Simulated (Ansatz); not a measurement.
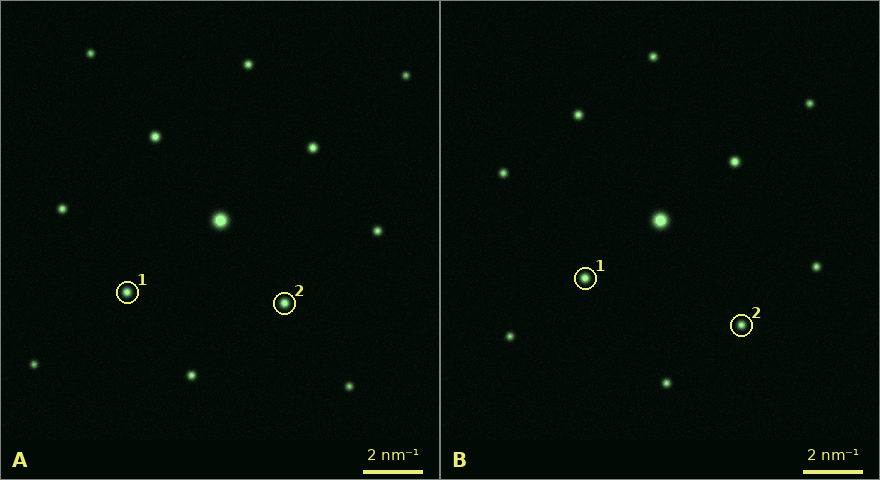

Kinematic electron diffraction patterns (200 kV, B = 0.5 Å², same scale) along [011] of the run's own cell, for the start and the end of one relaxation of Rb3Ru with Ansatz, DFT PBE, scalar-relativistic, plane waves, PAW. k mesh 14×14×14. The start is a generated model structure, and the relaxation ends in the nearest stationary point of its symmetry, not necessarily the ground state. Spot 1 is -1 1 -1 and spot 2 is -2 -2 2 in both.

Start structure:

```yaml
crystal:
  lattice:
    - [-2.48231, 2.48231, 5.54490]
    - [2.48231, -2.48231, 5.54490]
    - [2.48231, 2.48231, -5.54490]
  atoms:
    - { symbol: Rb, position: [0.50000, 0.50000, 0.00000] }
    - { symbol: Rb, position: [0.25000, 0.75000, 0.50000] }
    - { symbol: Rb, position: [0.75000, 0.25000, 0.50000] }
    - { symbol: Ru, position: [0.00000, 0.00000, 0.00000] }
```

Question: Which pattern belongs to the start structure, and which to the relaxed one?

Answer: A is the start: its cell gives d(1) = 2.482 Å, d(2) = 2.772 Å and an angle of 90.0°. B is the relaxed structure, with d(1) = 3.079 Å (+24.0 %), d(2) = 2.197 Å (-20.7 %) and 90.0°.

Question: Name reflections whose intensity changes strongly on relaxation.

Answer: 2 2 -2 goes from 100 to 58 % of the strongest spot.

Question: Summarise the relaxation behind the change.

Answer: The volume changed by +22.0 % to 41.67 Å³ an atom; the fractional coordinates hardly changed; the space group stayed I4/mmm (No. 139); the free energy fell by 110 meV an atom. Relaxed cell: a = 6.187 Å, b = 6.187 Å, c = 6.187 Å, α = 120.30°, β = 120.30°, γ = 89.48°.
